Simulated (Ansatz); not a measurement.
# SiH2SF (SMILES F[SiH]S): U-r2SCAN/STO-3G

Aim: the energy change on altering one bond length of SiH2SF at U-r2SCAN/STO-3G, from 2 runs. 

Program for the calculation: Ansatz 0.2.0.

72 further runs of the same task are left out: 4 that didn't finish, 68 set aside as unsound or not needed.

## Step 1: The system as given

SiH2SF: 5 atoms, total charge 0, spin state doublet. As SMILES, `F[SiH]S`. Geometry: relaxed at PBE0-D4/def2-TZVP. This is one conformer, not always the lowest.

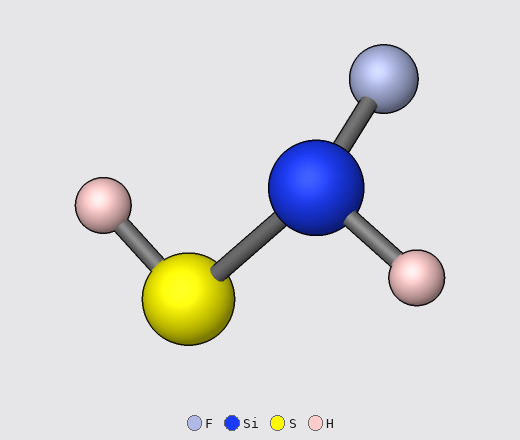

The structure, seen from a chosen angle (fluorine light blue, silicon blue, sulfur yellow, hydrogen pink).

## Step 2: A single-point energy at U-r2SCAN/STO-3G

Contents of job.yaml:

```yaml
crystal:
  periodic: [false, false, false]
  atoms:
    - symbol: F
      position_ang: [-1.242300, -0.527200, 1.134200]
    - symbol: Si
      position_ang: [-0.629400, -0.168000, -0.303300]
    - symbol: S
      position_ang: [1.400700, 0.438500, -0.191800]
    - symbol: H
      position_ang: [-0.621800, -1.416500, -1.115500]
    - symbol: H
      position_ang: [1.142700, 1.599500, 0.435000]
basis:
  gaussian:
    orbitals: STO-3G
magnetization:
  spin_polarized: true
  initial_magnetization: 1
accuracy: high
hamiltonian:
  xc: {name: r2SCAN}
```

On the command line:

```bash
$ ansatz run job.yaml --threads 1 --pin off --max-ram 2610MiB --events-out events.jsonl --progress --plain --runs-dir runs
```

The log of the run:

```text
Warning: RAYON_NUM_THREADS=1 ignored (pool sized by the plan → 1); use --threads N
Functional definition: r2SCAN
  name "r2SCAN"
  parameter k0 = 0.174
  parameter k1 = 0.065
  parameter a1 = 4.9479
  exchange = r2scan_x(k0 = k0, k1 = k1, a1 = a1)
  correlation = r2scan_c
461 factors; integrals over basis functions are off by at most 2.7e-8 eV
mean field evaluation 1: about -21208.1398 eV, gradient 1.1e1 eV
mean field evaluation 2: about -21206.7685 eV, gradient 1.9e1 eV
mean field evaluation 4: about -21209.1137 eV, gradient 1.1e0 eV
mean field evaluation 8: about -21209.0790 eV, gradient 6.2e-3 eV
mean field evaluation 16: about -21209.0790 eV, gradient 1.5e-6 eV
mean field -21209.07901199 eV, -779.4192776605 hartree, gradient 1.5e-8 eV, S^2 0.751031; 0 other end points of the search recorded, 0 dependent functions left out
reference -21209.07901271 eV, -779.4192776871 hartree; 21, 20 occupied and 4, 5 virtual orbitals, 461 factors
Total energy: -21209.07901271 eV, -779.4192776871 hartree
```

It took 7.2 s on 1 thread of Arm Neoverse V1, shared host; peak memory 0.26 GiB.

## Step 3: The distorted shape at the same level

Contents of run.yaml:

```yaml
crystal:
  periodic: [false, false, false]
  atoms:
    - symbol: F
      position_ang: [-1.244200, -0.215092, 1.337239]
    - symbol: Si
      position_ang: [-0.631300, 0.144108, -0.100261]
    - symbol: S
      position_ang: [1.398800, 0.750608, 0.011239]
    - symbol: H
      position_ang: [-0.621800, -1.416500, -1.115500]
    - symbol: H
      position_ang: [1.140800, 1.911608, 0.638039]
basis:
  gaussian:
    orbitals: STO-3G
magnetization:
  spin_polarized: true
  initial_magnetization: 1
hamiltonian:
  xc: r2scan
accuracy: high
```

On the command line:

```bash
$ ansatz run run.yaml --threads 1 --pin off --max-ram 2610MiB --events-out events.jsonl --progress --plain --runs-dir runs
```

The log of the run:

```text
Warning: RAYON_NUM_THREADS=1 ignored (pool sized by the plan → 1); use --threads N
[... 7 set-up lines as earlier in the session ...]
460 factors; integrals over basis functions are off by at most 3.2e-8 eV
mean field evaluation 1: about -21206.4623 eV, gradient 1.3e1 eV
mean field evaluation 2: about -21204.3579 eV, gradient 2.1e1 eV
mean field evaluation 4: about -21208.0718 eV, gradient 1.4e0 eV
mean field evaluation 8: about -21208.0314 eV, gradient 2.3e-2 eV
mean field evaluation 16: about -21208.0314 eV, gradient 1.4e-5 eV
mean field -21208.03144177 eV, -779.3807801649 hartree, gradient 1.4e-8 eV, S^2 0.752659; 0 other end points of the search recorded, 0 dependent functions left out
reference -21208.03144253 eV, -779.3807801931 hartree; 21, 20 occupied and 4, 5 virtual orbitals, 460 factors
Total energy: -21208.03144253 eV, -779.3807801931 hartree
```

It took 7.5 s on 1 thread of Arm Neoverse V1, shared host; peak memory 0.26 GiB.

## Step 4: Results

Level: U-r2SCAN/STO-3G.

| quantity | value |
| --- | --- |
| first shape: total energy | -779.41928 Eh |
| first shape: ⟨S²⟩ | 0.751 |
| distorted shape: total energy | -779.38078 Eh |
| distorted shape: ⟨S²⟩ | 0.753 |
| energy change with the Si2–H4 bond stretched from 1.489 to 1.862 Å | 1.048 eV |

**Reading.** With the Si2–H4 bond stretched from 1.489 to 1.862 Å the energy rises by 1.05 eV (101 kJ/mol). The first shape isn't relaxed at this level, so the change isn't measured from a minimum. The minimal basis adds a large error of its own.
